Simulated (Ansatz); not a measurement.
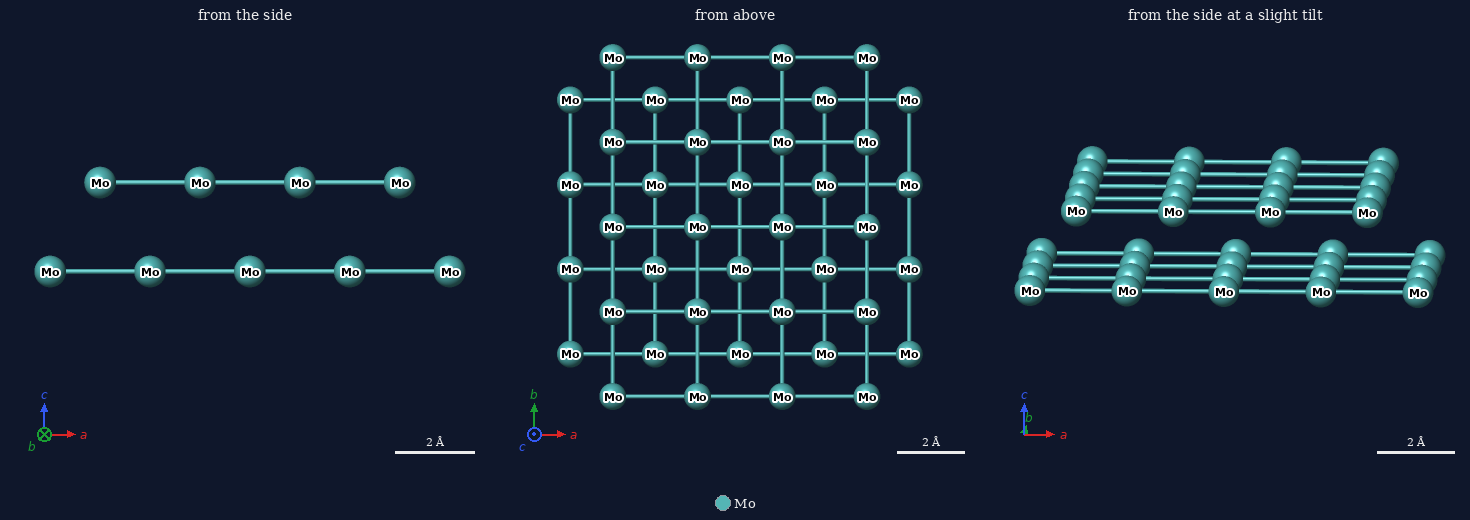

A ball-and-stick picture of a periodic sheet, seen from the side, from above and from the side at a slight tilt. The surface normal points up in side views; the vacuum is left out. 4×4 cells are drawn in the plane, with atoms at the edges repeated.

The cell holds 2 Mo.

How far apart are the outermost atoms along the normal?

About 2.3 Å from the lowest to the highest atom.

Count the planes and say what each contains, starting at the top.

Two planes: Mo / Mo.

The model was built from a structure type filled with this element by a generator (whether the element takes this form wasn't checked). It is drawn as it came out of a relaxation with DFT PBE, scalar-relativistic, plane waves, PAW (Ansatz 0.2.0).
